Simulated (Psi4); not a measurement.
# GeH2 (SMILES [GeH2]) at B3LYP/def2-SVP (sweep point 7)

Aim: the vertical electron affinity of GeH2 at B3LYP/def2-SVP (sweep point 7), from 2 runs. 

The calculation is run with Psi4 1.11.

4 further runs of the same task are left out: 4 set aside as unsound or not needed.

**1. The structure to begin with**

GeH2: 3 atoms, total charge 0, spin state singlet. SMILES: `[GeH2]`. The shape is that of a PBE0-D4/def2-TZVP optimisation.

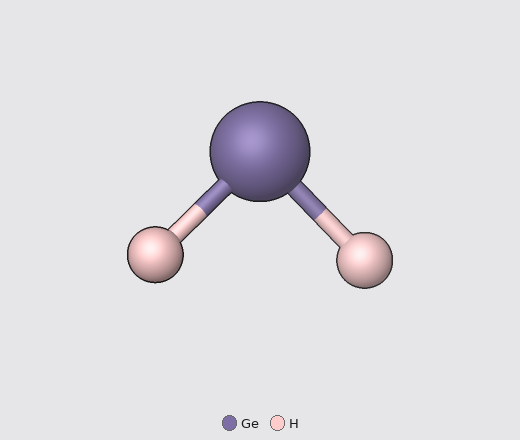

The structure, seen from a chosen angle (germanium purple, hydrogen pink).

**2. The energy at B3LYP/def2-SVP (sweep point 7)**

File job.dat:

```
memory 1600 mb

molecule mol {
  0 1
  Ge    -1.07733286     0.76552805    -0.49832078
  H      1.47965556     1.40520035     0.96187060
  H     -0.40232269    -2.17072840    -0.46354982
  units bohr
  symmetry c1
}

set {
  puream true
  scf_type pk
  dft_radial_points 150
  dft_spherical_points 974
}

e_tot, wfn = energy("b3lyp/def2-SVP", return_wfn=True)
```

Run with:

```
$ psi4 -n 1 job.dat job.out
```

job.out:

```text
[...]
  Running in c1 symmetry.
[...]
  Nuclear repulsion =   21.473702033599352
[...]
  Multiplicity = 1
[...]
  Nalpha       = 17
  Nbeta        = 17
[...]
    Number of basis functions: 42
[...]
   @RKS iter   1: -2076.67716377367924   -2.26981e+00   5.50085e-02 ADIIS/DIIS
[...]
   @RKS iter   8: -2077.93238783703237   -7.86258e-10   7.25694e-08 DIIS
[...]
    Orbital Energies [Eh]
    ---------------------
    Doubly Occupied:
       1A   -398.708102     2A    -49.775135     3A    -44.311507
       4A    -44.307946     5A    -44.307126     6A     -6.222850
       7A     -4.404622     8A     -4.392471     9A     -4.389418
      10A     -1.224357    11A     -1.221047    12A     -1.218507
      13A     -1.210936    14A     -1.208416    15A     -0.518763
      16A     -0.314366    17A     -0.245953
[...]
  @RKS Final Energy: -2077.93238783703237
   => Energetics <=
    Nuclear Repulsion Energy =             21.4737020335993520
    One-Electron Energy =               -2937.7632783696508341
    Two-Electron Energy =                 902.5205732989363696
    DFT Exchange-Correlation Energy =     -64.1633847999170115
    Empirical Dispersion Energy =           0.0000000000000000
    VV10 Nonlocal Energy =                  0.0000000000000000
    Total Energy =                      -2077.9323878370323655
[...]
 Multipole Moments:
 ------------------------------------------------------------------------------------
     Multipole            Electronic (a.u.)      Nuclear  (a.u.)        Total (a.u.)
 ------------------------------------------------------------------------------------
 L = 1.  Multiply by 2.5417464519 to convert [e a0] to [Debye]
 Dipole X            :         -1.9824210            1.9501117           -0.0323092
 Dipole Y            :          1.2873496           -1.2664574            0.0208923
 Dipole Z            :         -0.0000000           -0.0000000           -0.0000000
 Magnitude           :                                                    0.0384756
[...]
```

Run time: 9.3 s. Hardware: 1 thread of Intel Xeon Platinum 8259CL at 2.50GHz (Skylake/Cascade Lake), shared host; peak memory 0.7 GiB.

**3. The doublet anion at the same level**

File input.dat:

```
memory 1600 MB

molecule system {
  -1 2
  Ge    -1.07733286     0.76552805    -0.49832078
  H      1.47965556     1.40520035     0.96187060
  H     -0.40232269    -2.17072840    -0.46354982
  units au
  symmetry c1
}

set basis def2-SVP
set reference uks
set puream true
set scf_type pk
set dft_radial_points 150
set dft_spherical_points 974
set maxiter 150

energy_value = energy('b3lyp')
print_variables()
```

Run with:

```
$ psi4 -n 1 input.dat output.dat
```

output.dat:

```text
[...]
  Running in c1 symmetry.
[...]
  Nuclear repulsion =   21.473702033599352
[...]
  Multiplicity = 2
[...]
  Nalpha       = 18
  Nbeta        = 17
[...]
    Number of basis functions: 42
[...]
   @UKS iter   1: -2076.38963560582442   -1.98228e+00   5.71363e-02 ADIIS/DIIS
[...]
   @UKS iter   9: -2077.96011264106846   -6.32645e-09   3.09817e-07 DIIS
[...]
   @S^2 Observed:                7.527846244E-01
[...]
    Orbital Energies [Eh]
    ---------------------
    Alpha Occupied:
       1A   -398.414660     2A    -49.481432     3A    -44.016505
       4A    -44.015317     5A    -44.014578     6A     -5.928877
       7A     -4.104466     8A     -4.102075     9A     -4.099240
      10A     -0.925613    11A     -0.924725    12A     -0.923203
      13A     -0.922353    14A     -0.920363    15A     -0.261185
      16A     -0.068011    17A      0.001245    18A      0.066274
    Alpha Virtual:
      19A      0.259646    20A      0.294278    21A      0.370805
      22A      0.523666    23A      0.543641    24A      0.575026
      25A      0.630137    26A      0.633282    27A      0.635409
[...]
  @UKS Final Energy: -2077.96011264106846
   => Energetics <=
    Nuclear Repulsion Energy =             21.4737020335993520
    One-Electron Energy =               -2947.5298378666720964
    Two-Electron Energy =                 912.4416205508371149
    DFT Exchange-Correlation Energy =     -64.3455973588327765
    Empirical Dispersion Energy =           0.0000000000000000
    VV10 Nonlocal Energy =                  0.0000000000000000
    Total Energy =                      -2077.9601126410684628
[...]
 Multipole Moments:
 ------------------------------------------------------------------------------------
     Multipole            Electronic (a.u.)      Nuclear  (a.u.)        Total (a.u.)
 ------------------------------------------------------------------------------------
 L = 1.  Multiply by 2.5417464519 to convert [e a0] to [Debye]
 Dipole X            :         -2.1341822            1.9501117           -0.1840704
 Dipole Y            :          1.3858810           -1.2664574            0.1194236
 Dipole Z            :         -0.0000000           -0.0000000           -0.0000000
 Magnitude           :                                                    0.2194172
[...]
```

Run time: 16 s. Hardware: 1 thread of Intel Xeon Platinum 8259CL at 2.50GHz (Skylake/Cascade Lake), shared host; peak memory 0.7 GiB.

**4. Results**

Level: B3LYP/def2-SVP (sweep point 7).

| quantity | value |
| --- | --- |
| singlet GeH2: total energy | -2077.93239 Eh |
| singlet GeH2: dipole moment | 0.10 D |
| singlet GeH2: HOMO energy | -6.69 eV |
| singlet GeH2: LUMO energy | -3.27 eV |
| singlet GeH2: HOMO–LUMO gap | 3.43 eV |
| doublet anion: total energy | -2077.96011 Eh |
| doublet anion: HOMO energy (highest over α and β) | 1.80 eV |
| doublet anion: LUMO energy (lowest over α and β) | 4.34 eV |
| doublet anion: ⟨S²⟩ | 0.753 |
| vertical electron affinity (to the doublet anion) | 0.754 eV |

What this shows: At fixed nuclei the extra electron is bound by 0.75 eV (17.4 kcal/mol). The basis has no diffuse functions, so the error can be as large as this value. The HOMO (doublet anion) lies at positive energy, 1.80 eV; only total energies tell whether the electron is bound.
